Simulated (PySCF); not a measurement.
## Electronic structure of C3H8FNSi (SMILES F[C@H]1CCN[SiH2]1) in real space

```xyz
14

F    -0.3901   -1.3849    1.6549
C    -0.2498   -1.2184    0.2785
C    -1.2142   -0.1419   -0.2008
C    -0.5504    1.2149    0.0222
N     0.8382    1.0552   -0.3742
Si    1.4899   -0.5071   -0.1067
H    -0.4937   -2.1932   -0.1502
H    -1.3805   -0.2915   -1.2681
H    -2.1695   -0.2063    0.3217
H    -0.6377    1.5060    1.0771
H    -1.0246    1.9903   -0.5870
H     1.3661    1.9112   -0.3956
H     2.0574   -1.0324   -1.3483
H     2.3581   -0.7025    1.0545
```

Geometry: GFN2-xTB.

Method: PySCF, PBE0/def2-SVPD, SCF density, gas phase.

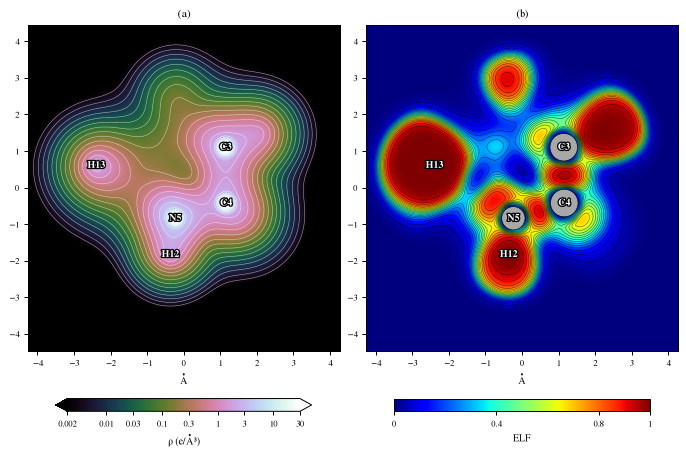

Figure 1. (a) total electron density; (b) electron localisation function on the plane of atoms C3, C4 and N5. Grey discs cover the atomic cores in the ELF map.

What do the fields say about this system?

- Atoms in the plane: C, N and H.
- C–N (1.45 Å): ρ is about 1.9 e/Å³ halfway; the ELF peaks at about 0.95 between the atoms: a covalent bond.
- C–C (1.53 Å): ρ is about 1.7 e/Å³ halfway; the ELF peaks at about 0.95 between the atoms: localised, covalent bonding.
- N–H (1.01 Å): the density is about 2.8 e/Å³ at the midpoint; the ELF climbs to about 1 towards the hydrogen, as it does in any bond to H; a covalent bond by its length.

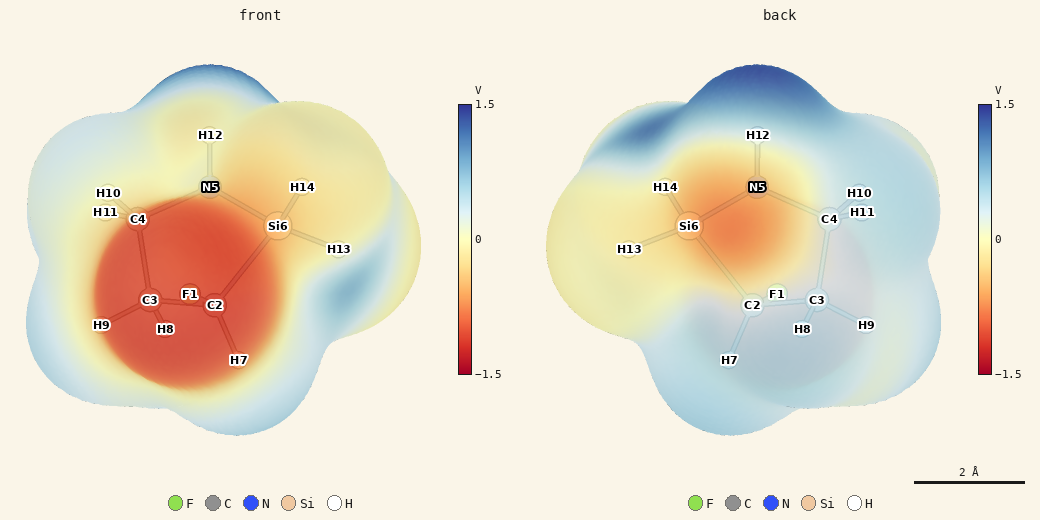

Figure 2. The electrostatic potential painted on the density surface at 0.001 e/bohr³, seen from the front and from behind; the colour scale runs from red (negative) to blue (positive).

Which sites attract a positive test charge, and which a negative one?

A positive charge is drawn to the negative regions and a negative charge to the positive ones. The most negative region (about −1.1 V) lies over F1, the most positive (about +1.3 V) over H12.
